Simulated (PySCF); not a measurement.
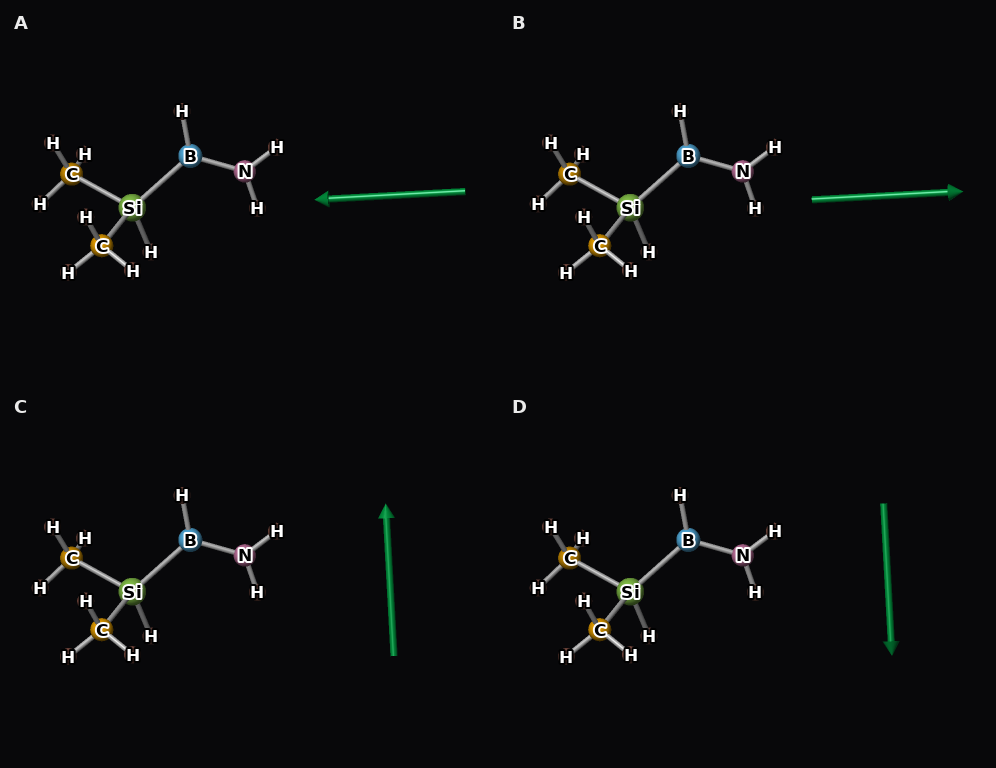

The same molecule four times, each with an arrow. The geometry was computed by an optimisation with GFN2-xTB. No frequency run is at hand to confirm it as a minimum. Level of theory: CAM-B3LYP/def2-SVPD, gas phase (PySCF 2.14.0).

**Which arrow points along the dipole moment, from the negative to the positive end?**

B. The dipole moment is 1.97 D.

The geometry is semi-empirical. Around B, Si such bond lengths and angles can be off by a tenth of an ångström or more and by several degrees, and values that hang on the shape move with them.
